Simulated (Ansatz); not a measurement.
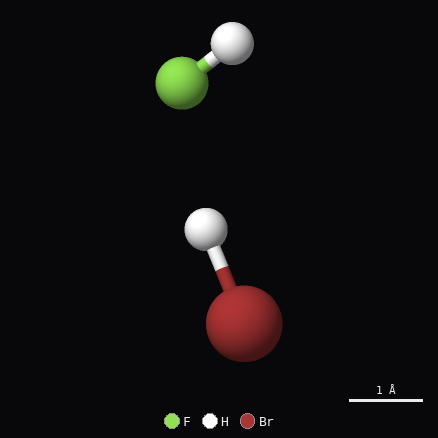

The picture shows the input geometry.

Input file:

```yaml
crystal:
  periodic: [false, false, false]
  atoms:
    - {symbol: F, position_ang: [-0.456315, 0.260492, -1.197178]}
    - {symbol: H, position_ang: [0.136530, -0.168291, -1.758525]}
    - {symbol: Br, position_ang: [0.413907, -0.191794, 2.128103]}
    - {symbol: H, position_ang: [-0.094122, 0.099594, 0.827600]}
basis:
  gaussian: {orbitals: def2-SVP}
hamiltonian: {xc: pbe, dispersion: d4}
md: {n_steps: 80, timestep: 0.25, temperature: 200, ensemble: nvt_langevin, seed: 843, friction: 0.002, initial_velocities: maxwell_boltzmann}
```

Command:

```sh
ansatz run in.yaml --threads 2 --pin off --events-out ev --progress --plain --max-ram 5222MiB
```

What the program printed (its end):

```
mean field -72771.84195229 eV, -2674.3158652207 hartree, gradient 1.1e-5 eV, S^2 0.000000; 0 other end points of the search recorded, 0 dependent functions left out
the calculation of the forces begins
reference -72771.84197561 eV, -2674.3158660776 hartree; 23, 23 occupied and 33, 33 virtual orbitals, 609 factors
609 factors; their error is unknown
mean field -72771.84195229 eV, -2674.3158652207 hartree, gradient 1.1e-5 eV, S^2 0.000000; 1 other end points of the search recorded, 0 dependent functions left out
the calculation of the forces begins
reference -72771.84197561 eV, -2674.3158660776 hartree; 23, 23 occupied and 33, 33 virtual orbitals, 609 factors
md step    80: t =    20.00 fs  T =    84.6 K  F+E_penalty+E_count = -72771.86552118 eV  E_kin = 0.043752 eV  (22 SCF iters)
Total energy: -72771.86554450 eV, -2674.3167322183 hartree
Atom 0 at    -0.409475     0.354613    -1.212282 Å, force     0.575471    -0.970238    -0.705116 eV/Å
Atom 1 at     0.013059    -0.309174    -1.768628 Å, force    -0.581913     0.931805     0.826715 eV/Å
Atom 2 at     0.411197    -0.206681     2.127909 Å, force    -0.233348     0.016806    -0.582177 eV/Å
Atom 3 at    -0.096287    -0.074756     0.753882 Å, force     0.239791     0.021626     0.460578 eV/Å
Dipole moment:     0.056806    -0.219346    -0.587404 e Å
```

The run converged.
